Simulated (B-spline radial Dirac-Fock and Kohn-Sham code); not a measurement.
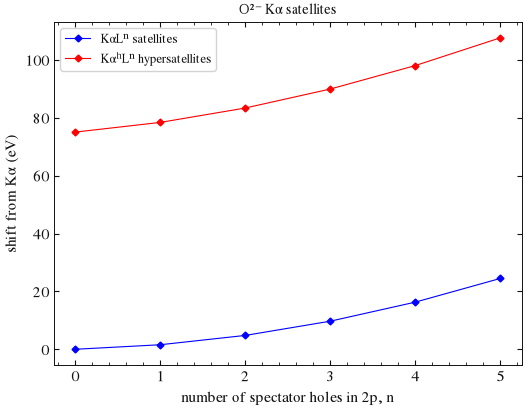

Shifts of Kα satellites and hypersatellites with the number of spectator holes in 2p, counted from the Kα line without spectators. System: oxygen in charge state −2 (O²⁻) in the configuration [Ne], inside a Watson sphere of charge +2 and radius 1.704 Å that stands in for a crystal. Method: Dirac–Fock ΔSCF (average of configuration, Fermi nucleus, Breit and QED terms, no correlation) (computed with a B-spline radial code).

What does the first 2p spectator hole do to the line, and why?

It shifts it up by 1.57 eV: the missing electron screens the nucleus less, and the 1s binding energy rises more than the 2p one.

How far above Kα is the hypersatellite?

75.0 eV as an average over the ¹P and ³P final terms; Kα itself is at 526.2 eV. In light elements only ¹P radiates, so the observed line lies somewhat lower.
